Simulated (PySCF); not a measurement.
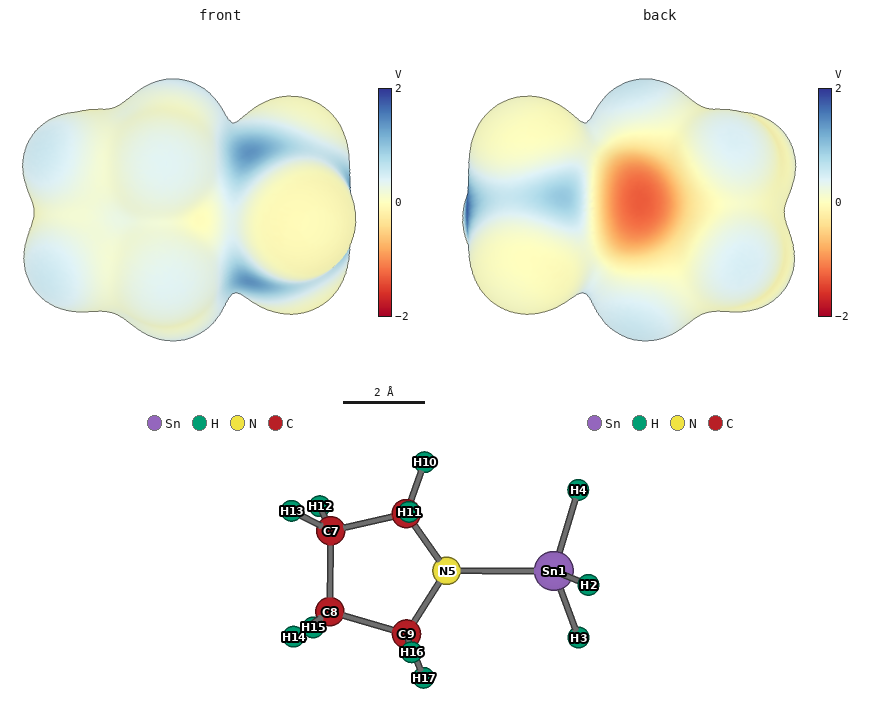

Figure 1: C$_{4}$H$_{11}$NSn (SMILES [H][Sn]([H])([H])[N]1CCCC1). The molecular electrostatic potential painted on the density surface at 0.002 e/bohr³, seen from the front and from behind; the colour scale runs from red (negative) to blue (positive). The bare structure is drawn below in the same view.

Geometry: PBE0-D3(BJ)/def2-SVP; core potentials replace the inner electrons of Sn.

All numbers below come from wB97X-D/def2-SVPD, SCF density, gas phase, scalar-relativistic core potentials on the heavy atoms in PySCF.

```xyz
17

Sn    1.2690    2.1484    0.6998
H     1.3674    2.1708    2.4218
H     2.8417    2.0841    0.0265
H     0.3725    3.4937    0.1387
N     0.2912    0.5013   -0.0020
C    -1.1394    0.3398    0.1384
C    -1.4345   -0.8961   -0.7220
C    -0.1259   -1.7131   -0.6720
C     0.8518   -0.8271    0.1224
H    -1.6826    1.2374   -0.1998
H    -1.4531    0.1433    1.1896
H    -1.6517   -0.5858   -1.7544
H    -2.3060   -1.4579   -0.3548
H    -0.2589   -2.6937   -0.1911
H     0.2550   -1.8976   -1.6866
H     0.8941   -1.1816    1.1773
H     1.8809   -0.8666   -0.2715
```

### Which sites attract a positive test charge, and which a negative one?

A positive charge is drawn to the negative regions and a negative charge to the positive ones. The most negative region (about −1.2 V) lies over N5, the most positive (about +1.6 V) over Sn1. N5 is the likeliest acceptor of a hydrogen bond.
